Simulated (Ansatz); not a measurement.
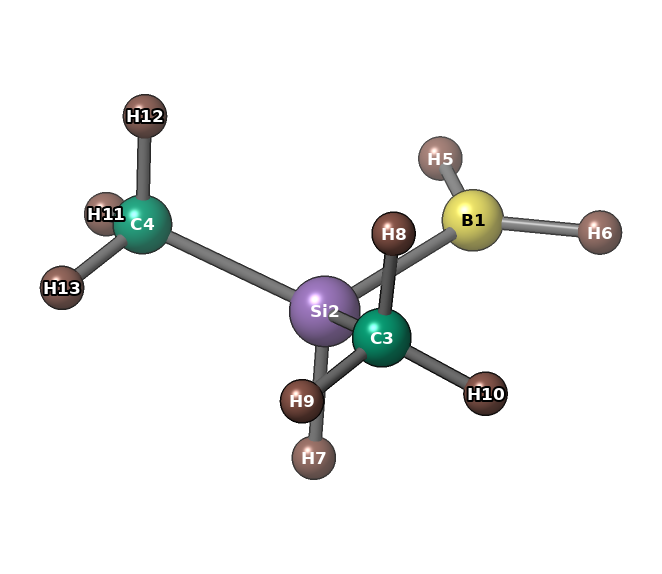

Si2 lies behind C3. The molecule seen a little off the C3–Si2 bond, C3 in front. Depth is shown by fading: the farther an atom, the more it takes the colour of the background. The computed structure is the end point of a PBE-D4/def2-SVP optimisation. No frequency run is at hand to confirm it as a minimum.

Question: What is the torsion angle H8–C3–Si2–C4? The sign is positive where the front bond must turn clockwise to cover the back bond.

Answer: −63°, synclinal (gauche). The bonds about C3–Si2 are staggered.
